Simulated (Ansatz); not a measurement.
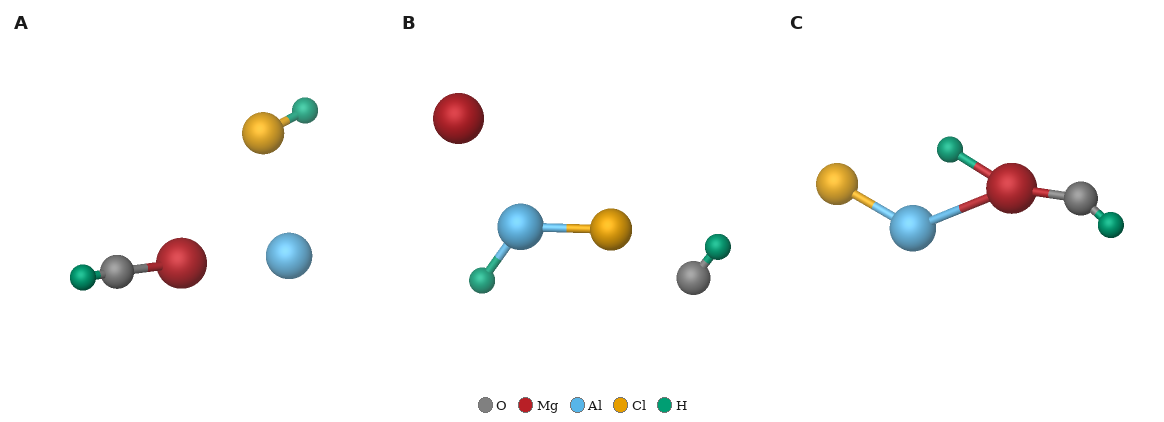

3 stationary structures of one formula. Geometries: PBE0-D4/def2-TZVP. Electronic energies: ωB97M-V/def2-TZVPP (Ansatz 0.2.0), without zero-point energy. No frequency run is at hand to confirm each as a minimum.

Rank them by energy, lowest first.

Answer. C is lowest (Cs); A lies 50.4 kcal/mol above it (Cs), B lies 121.7 kcal/mol above it.
